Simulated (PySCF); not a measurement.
# C4H4F2O, SMILES `FC(F)C1=CCO1`: electronic structure

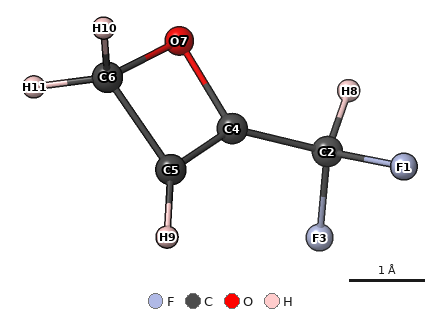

The molecule, with its atoms numbered as below. No frequency check shows the geometry to be a minimum.

Geometry (Å), atoms numbered from 1:

```
F1       1.7564    1.0712    0.2182
C2       1.1275    0.0232   -0.3733
F3       1.7568   -1.0895    0.0825
C4      -0.3227    0.0015   -0.0319
C5      -1.1179   -0.0672    1.0433
C6      -2.2795   -0.0054    0.0943
O7      -1.3193    0.0633   -0.9859
H8       1.2858    0.0914   -1.4605
H9      -1.0043   -0.1355    2.1018
H10     -2.8956    0.8900    0.1284
H11     -2.8952   -0.9004    0.0160
```

Part 1: Bonding charge

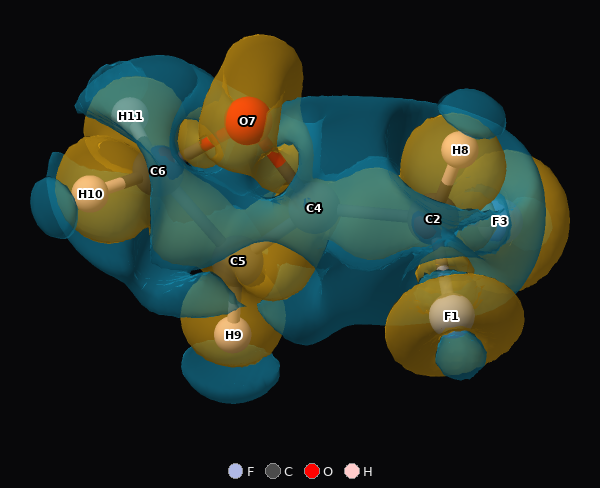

Deformation density (molecule less spherical, spin-averaged free atoms at the same positions), surfaces at ±0.04 e/Å³; yellow: gain, teal: loss.

PySCF calculation, PBE0/def2-SVP, gas phase; geometry: GFN2-xTB.

Q: Describe the bonding that the map shows.

A: C2–H8: +0.84 e/Å³ at the bond critical point (bond length 1.10 Å, Mayer order 0.9). C6–H10 and C6–H11: +0.74 e/Å³ at the bond critical point (bond length 1.09 Å, Mayer order 0.9). C5–H9: +0.73 e/Å³ at the bond critical point (bond length 1.07 Å, Mayer order 1.0). C4–C5: +0.68 e/Å³ at the bond critical point (bond length 1.34 Å, Mayer order 1.7). C2–C4: +0.61 e/Å³ at the bond critical point (bond length 1.49 Å, Mayer order 1.0). C5–C6: +0.47 e/Å³ at the bond critical point (bond length 1.50 Å, Mayer order 1.1). C4–O7: +0.20 e/Å³ at the bond critical point (bond length 1.38 Å, Mayer order 1.1). C6–O7: +0.11 e/Å³ at the bond critical point (bond length 1.45 Å, Mayer order 0.9); up to 0.6 Å beside the axis the gain reaches +0.28 e/Å³. C2–F3 and F1–C2: +0.06 e/Å³ at the bond critical point (bond length 1.36 Å, Mayer order 1.1); up to 0.6 Å beside the axis the gain reaches +0.25 e/Å³. In all, 2.6 electrons gather in the regions of gain relative to the promolecule. A small or negative value marks a very polar bond, one between electron-rich atoms, whose free-atom densities already overlap strongly, a long bond to a heavier atom, or a closed-shell contact such as a hydrogen bond.

Part 2: Local ionisation energy

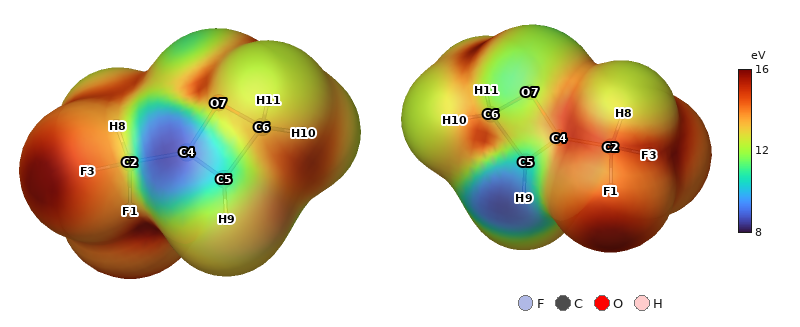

Average local ionisation energy on the surface of electron density 0.001 a.u. (back view left, front view right).

Q: Where are the most loosely bound electrons on this surface?

A: The lowest value is 8.7 eV, over C5, off the plane of its three bonds (2.1 Å), and at like points elsewhere. Further minima include 11.3 eV, 1.8 Å from O7; 12.3 eV, 1.3 Å from H11, and at like points elsewhere. For comparison, the highest occupied orbital lies at −7.0 eV.

Q: What volume does the surface enclose, and what is the dipole moment?

A: About 108 Å³; the dipole moment is 2.1 D.

Part 3: Excited states

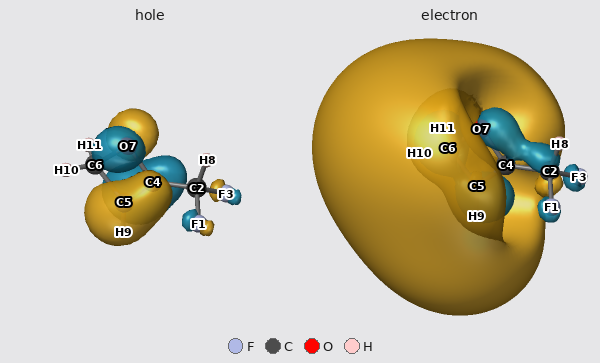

Leading natural transition orbital pair of S₁ (TDA singlet states); the surfaces enclose about 85 % of each orbital's density.

Method: B3LYP/6-31+G*; geometry: GFN2-xTB; program: PySCF.

Q: Where does the state lie, and where do hole and electron sit?

A: 6.09 eV (203 nm), f = 0.010, diffuse (Rydberg-like) orbital; the leading pair carries 100 %; hole on C5 (37 %), O7 (28 %) and C4 (21 %), electron on C6 (30 %), C5 (22 %) and H10 and H11 (12 % each) (atom shares of so diffuse an orbital are rough); their centroids lie 1.9 Å apart; S₂ lies within 0.1 eV of it. In canonical orbitals it is mainly HOMO → LUMO+1 (99 %). The HOMO–LUMO gap is 6.08 eV.

Part 4: Stretching a bond

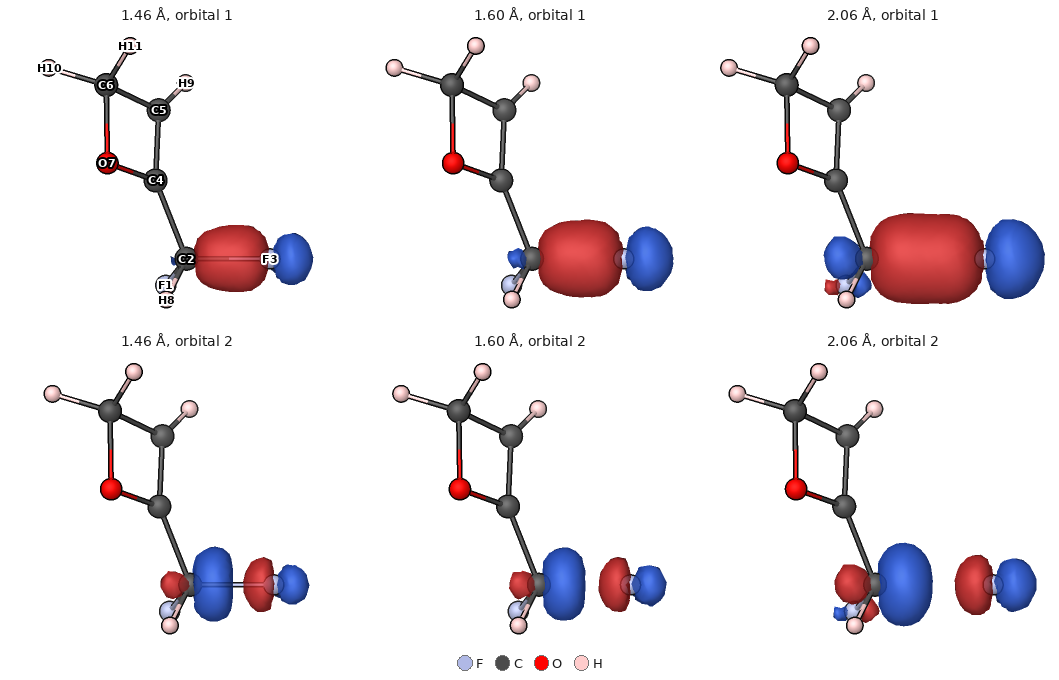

Rigid stretch of the C2–F3 bond. The two CASSCF(2,2) natural orbitals nearest half filling (orbital 1 the more occupied).

Level of theory: 6-31G* basis (PySCF), at a geometry from GFN2-xTB.

Q: How do the occupations change along the stretch?

A: 1.46 Å: 1.97 and 0.03; 1.60 Å: 1.95 and 0.05; 2.06 Å: 1.80 and 0.20. At the longest distance computed (3.72 Å) they are 1.05 and 0.95, and the effective number of unpaired electrons is 2.0.

UHF's ⟨S²⟩ passes 1 along the scan (up to 1.22), so it also polarises electrons outside the stretched bond; its energy lowering isn't due to that bond alone.

UHF already breaks spin symmetry near equilibrium here (⟨S²⟩ = 0.12 at 1.33 Å), for reasons apart from this bond.

Q: How much energy does the stretch cost?

A: By CASSCF, 4.3 eV from the lowest point of the scan (1.33 Å) to 3.72 Å; RHF gives 8.8 eV from its own lowest point. The fragments aren't relaxed and dynamic correlation is missing, so this isn't a bond dissociation energy.

The PySCF runs shown took 14 s, 2.3 min and 8.5 min on 1 thread of Intel(R) Xeon(R) Platinum 8488C (Sapphire Rapids), with other jobs on the host.
